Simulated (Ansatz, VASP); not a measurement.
# Bi (Bismuth) in two plane-wave programs, part 2 of 2

Wanted: the spread between two codes on one cell, functional and k mesh. The cell is taken from a series of VASP runs on this material, whose earlier steps may have relaxed, scaled or displaced it; both programs get it as it stands. Valence electrons are named where the data sets of a main pair hold unlike numbers.

VASP 6.6.1 and Ansatz 0.2.0.

So far. Step 3 (Ansatz: single point, PBE with D3(BJ)): The run ends at a pressure of 0.11 GPa, with forces up to 0.095 eV/Å. Step 5 (VASP: band structure, PBE with D3(BJ), spin-orbit …): The run ends at a pressure of 0.80 GPa, with forces up to 0.085 eV/Å.

## Step 6: Ansatz: band structure, PBE with D3(BJ), spin-orbit coupling

Level of this step: Ansatz beside VASP: Kohn-Sham DFT, plane waves, PBE with D3(BJ), spin-orbit coupling (Ansatz).

The same cell, functional, mesh and smearing now go to Ansatz, which takes its cutoff from its data sets.

The cell is taken from a series of VASP runs on this material, whose earlier steps may have relaxed, scaled or displaced it; both programs get it as it stands.

input.yaml

```yaml
crystal:
  lattice:
    - [2.2618404156, 1.3058741728, 3.9235669357]
    - [-2.2618404156, 1.3058741728, 3.9235669357]
    - [0.0, -2.6117483457, 3.9235669357]
  atoms:
    - { symbol: Bi, position: [0.2354673331, 0.2354673331, 0.2354673331] }
    - { symbol: Bi, position: [0.7645326669, 0.7645326669, 0.7645326669] }
hamiltonian:
  xc: pbe
  pseudopotentials: { kind: paw_fr }
  dispersion: d3bj
magnetization:
  noncollinear: true
  spin_orbit: true
kpoints:
  mp_grid: { grid: [5, 5, 5] }
  band_path:
    path:
      - [0.0, 0.0, 0.0]
      - [0.13333, 0.0, 0.0]
      - [0.3, 0.0, 0.0]
      - [0.46667, 0.0, 0.0]
      - [0.5, 0.0481, -0.0481]
      - [0.5, 0.12828, -0.12828]
      - [0.5, 0.20845, -0.20845]
      - [0.72489, 0.5, 0.27511]
      - [0.63839, 0.5, 0.36161]
      - [0.5519, 0.5, 0.4481]
      - [0.46667, 0.46667, 0.46667]
      - [0.3, 0.3, 0.3]
      - [0.13333, 0.13333, 0.13333]
      - [0.0, 0.0, 0.0]
      - [0.12342, 0.0, -0.12342]
      - [0.22215, 0.0, -0.22215]
      - [0.34557, 0.0, -0.34557]
      - [0.60379, 0.39621, 0.0]
      - [0.56055, 0.43945, 0.0]
      - [0.5173, 0.4827, 0.0]
      - [0.5173, 0.5173, 0.03207]
      - [0.56055, 0.56055, 0.11224]
      - [0.60379, 0.60379, 0.19241]
      - [0.62109, 0.62109, 0.25782]
      - [0.57785, 0.57785, 0.34431]
      - [0.5346, 0.5346, 0.4308]
      - [0.5, 0.0, 0.0]
      - [0.58649, 0.12342, 0.12342]
      - [0.67299, 0.24684, 0.24684]
      - [0.75948, 0.37026, 0.37026]
    npoints: 1
scf:
  occupations: { method: methfessel_paxton, width: 0.2 }
  n_extra_bands: 14
output:
  forces: true
  stress: true
  eigenvalues: true
```

Run with:

```console
ansatz run input.yaml --threads 2 --pin off --max-ram 4608MiB --backend cpu --events-out ev --progress --plain --runs-dir out
```

Numbers of over 12 decimals in the logs are rounded to 6 here.

Log:

```text
[...]
non-collinear run that drives no moment, with spin-orbit: no starting moment large enough to seed its density (crystal.atoms[].spin), no starting occupations that ask for one, no magnetisation constraint and no magnetic field, so the semilocal B_xc is pinned to zero
Crystal: 2 atoms, lattice volume = 69.534 Å³
[...]
k-point 1: bands = [... 26 lower, 9.0384, 9.0384, 9.3412, 9.3412, 10.4334, 10.4334, 12.2069, 12.2069, ... 10 higher]
  k-point 2: bands = [... 26 lower, 8.3944, 8.3944, 9.6322, 9.6322, 9.9476, 9.9476, 10.8245, 10.8245, ... 10 higher]
  k-point 18: bands = [... 26 lower, 7.6916, 7.6916, 8.9552, 8.9552, 10.9861, 10.9861, 12.2454, 12.2454, ... 10 higher]
[key lines of the parts left out:]
SCF converged after 7 iterations
Magnetization: |M| = 0.0000 μB,  M = (+0.0000, +0.0000, +0.0000) μB
Free energy (F): -24877.756306 eV
Fermi energy:    9.851697 eV
P = ⅓ Tr σ = 0.9619 GPa (9.619 kbar)
```

Wall time 22 s (2 threads of Arm Neoverse N1, shared host); peak memory 0.48 GiB.

## Step 7: Side by side

What differs besides the data sets and the points named for the pairs above, as far as they apply: spin-orbit coupling enters by fully relativistic files in Ansatz and inside the spheres in VASP. Total energies have different zeros and are not compared.

Compared:

| quantity | Ansatz | VASP | difference |
| --- | --- | --- | --- |
| pressure (GPa) | 0.96 | 0.80 | +0.16 |

Forces (eV/Å; atoms numbered as in POSCAR):

```
atom        Ansatz x, y, z          VASP x, y, z
 Bi1   0.000, 0.000, 0.080   0.000, 0.000, 0.085
 Bi2  0.000, 0.000, -0.080  0.000, 0.000, -0.085
```

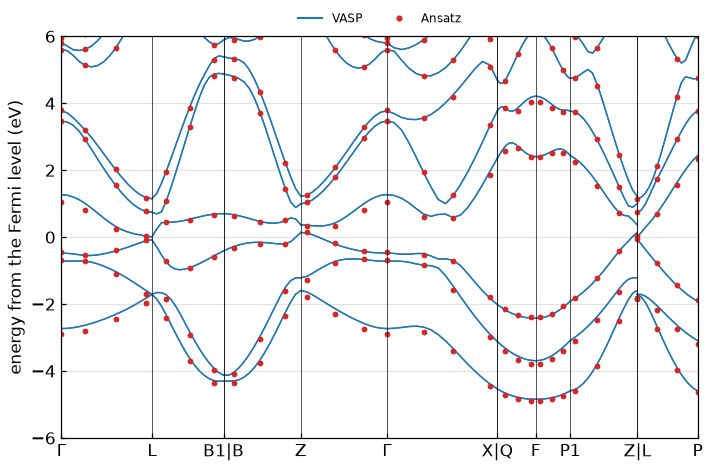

Bands from VASP (lines) and levels from Ansatz (dots). Dots without a line are higher empty bands that the VASP plot leaves out.

The forces differ by 2.7 meV/Å r.m.s., which is 5.4 % of the r.m.s. force of 0.049 eV/Å (both taken over all components). Levels from 3 eV below to 2 eV above the Fermi level differ by 82 meV r.m.s. and 218 meV at most; each VASP level is matched to the nearest of Ansatz, which flatters the figure a little.

## Step 8: What the set-up changes

Further runs change the set-up of one program: Ansatz's method, potentials or start, or VASP's data sets, cutoff or form of LDA. The table gives Ansatz less VASP for each quantity, since a change that brings one quantity closer may part another.

| run | r.m.s. force difference (meV/Å) | pressure (GPa) |
| --- | --- | --- |
| as above | 2.7 | 0.16 |
| Ansatz's larger PAW set (cutoff 600 eV) | 0.87 | 0.18 |
| norm-conserving potentials (cutoff 898 eV) | 5.4 | 0.17 |

## Step 9: VASP: electric field gradients, PBE with D3(BJ)

Field gradients test the density near the nuclei, where the PAW reconstruction matters most.

INCAR

```
SYSTEM = Bi
PREC = Accurate
ENCUT = 400
EDIFF = 1E-07
NELM = 100
ISMEAR = 1
SIGMA = 0.2
LREAL = .FALSE.
ALGO = Normal
GGA = PE
IVDW = 12
NBANDS = 21
LORBIT = 11
LWAVE = .FALSE.
LCHARG = .FALSE.
KPAR = 2
LEFG = .TRUE.
LASPH = .TRUE.
```

POSCAR

```
Bi
1.0
    2.2618404156      1.3058741728      3.9235669357
   -2.2618404156      1.3058741728      3.9235669357
    0.0000000000     -2.6117483457      3.9235669357
Bi
2
Direct
    0.2354673331      0.2354673331      0.2354673331
    0.7645326669      0.7645326669      0.7645326669
```

KPOINTS

```
Automatic mesh
0
Gamma
6 6 6
0 0 0
```

PAW data sets: Bi_d (PBE family, release 64).

Run with:

```console
mpirun -np 2 vasp_std
```

Log:

```text
[... set-up lines as in an earlier step ...]
 entering main loop
       N       E                     dE             d eps       ncg     rms          rms(c)
DAV:   1     0.282701933275E+03    0.28270E+03   -0.14394E+04  1349   0.146E+03
DAV:   2     0.148949705677E+02   -0.26781E+03   -0.26260E+03  1399   0.406E+02
DAV:   3    -0.703959004610E+01   -0.21935E+02   -0.21748E+02  1604   0.138E+02
DAV:   4    -0.774759477622E+01   -0.70800E+00   -0.70776E+00  1699   0.276E+01
[...]
DAV:  10    -0.776836842475E+01    0.11998E-05   -0.97940E-06  1524   0.301E-02    0.214E-03
DAV:  11    -0.776836895788E+01   -0.53313E-06   -0.70303E-07  1370   0.671E-03    0.114E-03
DAV:  12    -0.776836887698E+01    0.80901E-07   -0.18384E-07  1233   0.305E-03
ion   1
     0.0000000     0.0000000    -0.0000000    -0.0442813    -0.0000000    -0.0000000
     0.0000690     0.0000000    -0.0000000    -0.0442813    -0.0000000    -0.0000000
     0.0000950     0.0000000    -0.0000000    -0.0442813    -0.0000000    -0.0000000
     0.0001308     0.0000000    -0.0000000    -0.0442813    -0.0000000    -0.0000000
[...]
0.0000000    -0.0000000    -0.0000001    18.4553489    -0.0000000    -0.0000002
     0.0000690    -0.0000000    -0.0000001    18.4211925    -0.0000000    -0.0000002
     0.0000950    -0.0000000    -0.0000001    18.4053907    -0.0000000    -0.0000002
     0.0001308    -0.0000000    -0.0000001    18.3816006    -0.0000000    -0.0000002
     0.0001801    -0.0000000    -0.0000001    18.3459407    -0.0000000    -0.0000002

ion   2
     0.0000000     0.0000000    -0.0000000    -0.0442813     0.0000000    -0.0000000
     0.0000690     0.0000000    -0.0000000    -0.0442813     0.0000000    -0.0000000
     0.0000950     0.0000000    -0.0000000    -0.0442813     0.0000000    -0.0000000
     0.0001308     0.0000000    -0.0000000    -0.0442813     0.0000000    -0.0000000
     0.0001801     0.0000000    -0.0000000    -0.0442813     0.0000000    -0.0000000

     0.0000000    -0.0000000    -0.0000001    18.4553489    -0.0000000    -0.0000002
     0.0000690    -0.0000000    -0.0000001    18.4211925    -0.0000000    -0.0000002
     0.0000950    -0.0000000    -0.0000001    18.4053907    -0.0000000    -0.0000002
     0.0001308    -0.0000000    -0.0000001    18.3816006    -0.0000000    -0.0000002
     0.0001801    -0.0000000    -0.0000001    18.3459407    -0.0000000    -0.0000002

   1 F= -.86868077E+01 E0= -.86866256E+01  d E =-.546271E-03
```

From OUTCAR (step 9):

```text
 Edisp (eV)   -0.91844

  Total       0.00169     0.00169    -0.00016     0.00000     0.00000     0.00000
  in kB       0.03897     0.03897    -0.00371     0.00000     0.00000     0.00000
  external pressure =        0.02 kB  Pullay stress =        0.00 kB

 POSITION                                       TOTAL-FORCE (eV/Angst)
 -----------------------------------------------------------------------------------
      0.00000     -0.00000      2.77162         0.000000     -0.000000      0.003236
      0.00000     -0.00000      8.99909         0.000000      0.000000     -0.003236
 -----------------------------------------------------------------------------------
    total drift:                               -0.000000      0.000000     -0.000000

  FREE ENERGIE OF THE ION-ELECTRON SYSTEM (eV)
  ---------------------------------------------------
  free  energy   TOTEN  =        -8.6868076790 eV

  energy  without entropy=       -8.6862614080  energy(sigma->0) =       -8.68662559

[... 1 part as in an earlier step ...]

[... 2 further parts left out ...]
[key lines of the parts left out:]
E-fermi :   6.4129
```

The run ends at a pressure of 0.00 GPa, with forces up to 0.0032 eV/Å.

## Step 10: Ansatz: electric field gradients, PBE with D3(BJ)

The same cell, functional, mesh and smearing now go to Ansatz, which takes its cutoff from its data sets.

The cell is taken from a series of VASP runs on this material, whose earlier steps may have relaxed, scaled or displaced it; both programs get it as it stands.

input.yaml

```yaml
crystal:
  lattice:
    - [2.2618404156, 1.3058741728, 3.9235669357]
    - [-2.2618404156, 1.3058741728, 3.9235669357]
    - [0.0, -2.6117483457, 3.9235669357]
  atoms:
    - { symbol: Bi, position: [0.2354673331, 0.2354673331, 0.2354673331] }
    - { symbol: Bi, position: [0.7645326669, 0.7645326669, 0.7645326669] }
hamiltonian:
  xc: pbe
  pseudopotentials: { kind: paw }
  dispersion: d3bj
kpoints:
  mp_grid: { grid: [6, 6, 6] }
scf:
  occupations: { method: methfessel_paxton, width: 0.2 }
  n_extra_bands: 4
output:
  forces: true
  stress: true
  eigenvalues: true
  efg: {}
```

Run with:

```console
ansatz run input.yaml --threads 2 --pin off --max-ram 4608MiB --backend cpu --events-out ev --progress --plain --runs-dir out
```

Log:

```text
[...]
Bi: output.efg is read without spin–orbit coupling, which moves field gradients at and beside such atoms by some per cent and up to a factor of two; PAW files take it under magnetization.noncollinear and magnetization.spin_orbit
[...]
Crystal: 2 atoms, lattice volume = 69.534 Å³
[...]
--- Band table (eV; the first three rows and the last of 32) ---
  k-point 0: bands = [... 11 lower, 2.4960, 8.3652, 8.6861, 8.6861, 12.5356, 12.9099, 12.9099, 15.4551]
  k-point 1: bands = [... 11 lower, 1.8980, 8.4690, 8.6831, 8.7321, 11.7826, 12.1417, 12.2869, 14.9255]
  k-point 2: bands = [... 11 lower, 0.5495, 8.5435, 8.7324, 9.0792, 10.4411, 11.0314, 11.2715, 15.7816]
  k-point 31: bands = [... 11 lower, -0.1295, 9.0682, 9.3478, 9.3478, 10.5204, 10.5204, 10.5769, 17.0265]
[key lines of the parts left out:]
SCF converged after 6 iterations
Free energy (F): -24794.015134 eV
Fermi energy:    9.840676 eV
P = ⅓ Tr σ = 0.0954 GPa (0.954 kbar)
```

It took 3.6 s on 2 threads; peak memory 0.4 GiB.

The run ends at a pressure of 0.10 GPa, with forces up to 0.0034 eV/Å.

## Step 11: Differences

What differs besides the data sets and the points named for the pairs above, as far as they apply: Ansatz adds the response of the frozen cores to the gradients, VASP leaves it out. Total energies have different zeros and are not compared.

Compared:

```csv
quantity,Ansatz,VASP,difference
pressure (GPa),0.10,0.00,+0.09
Vzz at Bi1 (V/Å²),-24.8,-23.2,-1.6
Vzz at Bi2 (V/Å²),-24.8,-23.2,-1.6
```

At this near-relaxed geometry the largest component of a force difference is 7 meV/Å. Ansatz's pressure holds a Pulay correction of 0.03 GPa; VASP's holds none.

## Step 12: Summary of results

| Quantity | Value |
| --- | --- |
| r.m.s. force difference (single point, PBE with D3(BJ)) | 4.6 meV/Å |
| r.m.s. difference of levels near the Fermi level (band structure, PBE with D3(BJ), spin-orbit coupling) | 82 meV |
| difference in Vzz at Bi1 (electric field gradients, PBE with D3(BJ)) | -1.6 V/Å² |

**Reading.** The r.m.s. difference of levels near the Fermi level is 82 meV (band structure, PBE with D3(BJ), spin-orbit coupling), at about the 80 meV picked in this series as the mark of a large difference. Band structure, PBE with D3(BJ), spin-orbit coupling, Ansatz's larger PAW set (cutoff 600 eV): r.m.s. force difference goes from 2.7 to 0.87 meV/Å. Band structure, PBE with D3(BJ), spin-orbit coupling, norm-conserving potentials (cutoff 898 eV): r.m.s. force difference goes from 2.7 to 5.4 meV/Å. 1 further run of this series is not shown here. How closely two codes agree says nothing of how well the functional describes the real material.

[Lines on the potential files, build, host, timing and source positions are cut from VASP's logs without a mark.]

[Logs are printed without paths, hosts, clocks, repeated set-up lines and the standing remarks that a program may print on its own settings, such as how far it seeks lower states.]

[Hosts, paths, dates, database ids (printed as entryN), source tags and the programs' standing remarks are cut or masked in the printed files.]
